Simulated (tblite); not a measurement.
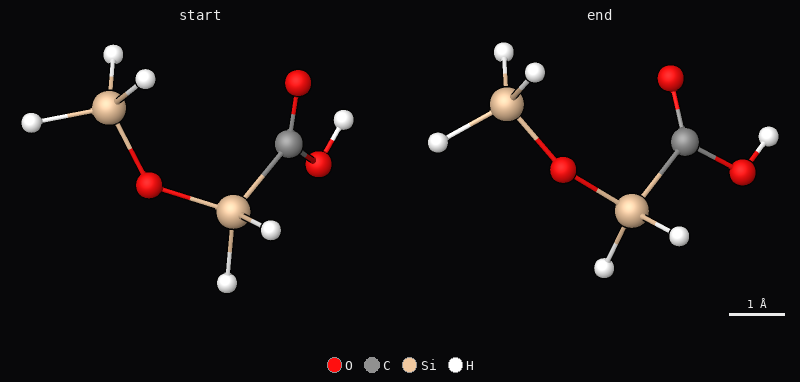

The structure of CH$_{6}$O$_{3}$Si$_{2}$ before (left) and after (right) a relaxation, at one scale.

A ball-and-stick model, seen at a tilt.

The calculation used GFN2-xTB geometry optimisation, gas phase in tblite 0.8.0. 

Describe what moved and what it gained.

Answer. The largest move after the best rigid fit is that of an O atom, 0.87 Å. Largest moves by element: O 0.87 Å, H 0.60 Å, Si 0.16 Å, C 0.16 Å. Among the contacts that change: O–Si 1.662 → 1.606 Å, H–Si 1.504 → 1.459 Å, O–Si 1.666 → 1.634 Å, C–O 1.372 → 1.342 Å. Among the angles between lasting bonds that change: Si–O–Si 136.2° → 159.8°, H–Si–H 104.9° → 114.8°, O–C–Si 120.0° → 112.2°. Groups turn about C–Si by about 55°, O–Si by about 35°, O–Si by about 35°. The energy falls by 33.5 kJ/mol in 92 geometry steps. Cost: 0.8 s on 1 thread of Arm Neoverse N1, on a shared host.
